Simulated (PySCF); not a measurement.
**C4H9FO2Si2: density, localisation and related maps**

Input file:

```
{"job": {"kind": "nmr", "xc": "PBE0", "basis": "pcSseg-1"}, "charge": 0, "multiplicity": 1}
C      2.849198    -0.490147    -0.845156
C      2.088293     0.266665    -0.076990
C      0.815149    -0.179794     0.561960
C     -0.367506     0.678596     0.097465
O     -1.526467     0.324912     0.856860
Si    -2.724246    -0.436721     0.096672
F     -4.082952     0.370510     0.316009
O     -2.280658    -0.305167    -1.470921
Si    -0.847525     0.419000    -1.757905
H      3.763873    -0.125005    -1.279675
H      2.593606    -1.514050    -1.061851
H      2.370840     1.290882     0.129323
H      0.612281    -1.226748     0.327038
H      0.898935    -0.086457     1.649444
H     -0.157516     1.725015     0.345920
H     -2.914636    -1.820978     0.435374
H     -1.089896     1.680568    -2.441826
H     -0.009534    -0.564761    -2.422918
```

Run with:

```sh
OMP_NUM_THREADS=1 python probes_run.py task.json out
```

Geometry: GFN2-xTB.

Theory: PySCF 2.14.0, PBE0/pcSseg-1, SCF density, gas phase, non-relativistic.

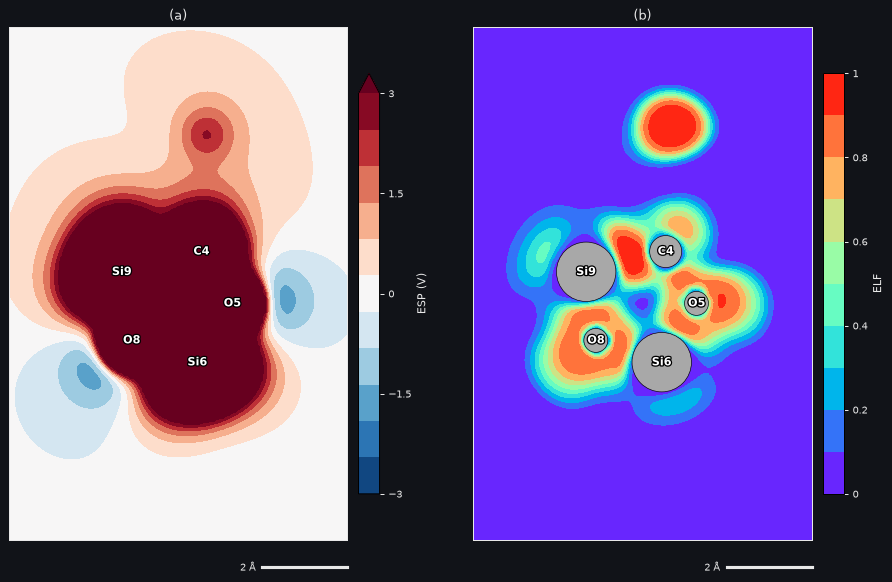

Figure 1. (a) molecular electrostatic potential; (b) ELF on the plane of atoms Si6, O8 and Si9. Grey discs cover the atomic cores in the ELF map.

Question: Describe what can be read from this map.

Answer: The plane passes through C, O and Si nuclei. C–O (1.43 Å): the ELF peaks at about 0.85 between the atoms (a polar covalent bond). Si–O (1.61 Å): the ELF peaks at about 0.85 between the atoms; a short, strongly polar bond. C–Si (1.93 Å): the ELF peaks at about 1 between the atoms, as expected for localised, covalent bonding. The ELF also peaks beside O8 and O5, away from the bonds: lone-pair regions. Outside the dense part of the molecule the potential is most negative (−1.6 V) near O8.

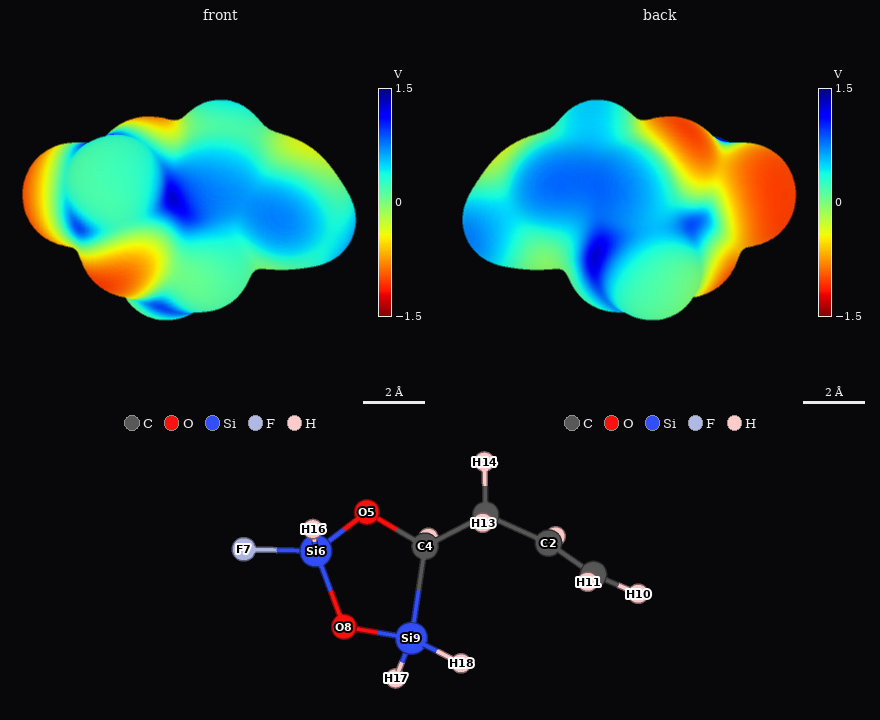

Figure 2. The molecular electrostatic potential painted on the density surface at 0.001 e/bohr³, seen from the front and from behind; red is negative and blue positive. The bare structure is drawn below in the same view.

Question: Which sites attract a positive test charge, and which a negative one?

Answer: A positive charge is drawn to the negative regions and a negative charge to the positive ones. The most negative region (about −1.0 V, or −23 kcal/mol for a unit charge) lies over O5, F7 and O8, the most positive (about +1.2 V, or +28 kcal/mol for a unit charge) over Si6 and Si9.

Question: What dipole moment does the calculation give?

Answer: Its dipole moment is 2.88 D.
